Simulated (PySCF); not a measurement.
SMILES c1ccc(-c2cccc(OC)c2)o1 (C11H10O2) at its GFN2-xTB optimised geometry (Å):

```
23

C      3.4028     0.3537    -0.0031
O      2.9066    -0.9625     0.0010
C      1.5571    -1.1492     0.0027
C      1.1279    -2.4782     0.0081
C     -0.2210    -2.7686     0.0095
C     -1.1623    -1.7551     0.0061
C     -0.7467    -0.4254     0.0016
C     -1.7102     0.6590     0.0000
C     -3.0838     0.6590     0.0000
C     -3.4852     2.0126     0.0001
C     -2.3363     2.7421     0.0002
O     -1.2631     1.9385     0.0000
C      0.6183    -0.1288    -0.0004
H      4.4878     0.2594    -0.0051
H      3.0858     0.9007    -0.8970
H      3.0895     0.9045     0.8899
H      1.8718    -3.2587     0.0110
H     -0.5432    -3.7992     0.0136
H     -2.2136    -1.9923     0.0074
H     -3.7298    -0.1942    -0.0003
H     -4.4878     2.3885     0.0004
H     -2.1572     3.7992     0.0003
H      0.9149     0.9075    -0.0042
```

Level of theory: PBE/def2-SVP (PySCF). Cells within 0.4 Å of a nucleus heavier than hydrogen are left out (blank, or x).

Map of the deformation density (molecule minus spherical neutral atoms) (e/bohr³) on the plane z = 0.0 Å:

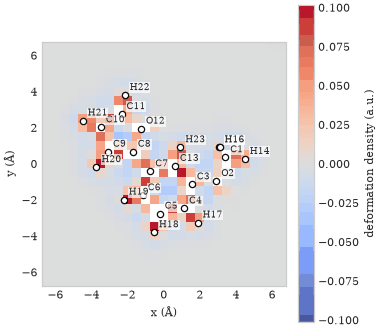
*Deformation density (molecule minus spherical neutral atoms) (e/bohr³) on the plane z = 0.0 Å.*
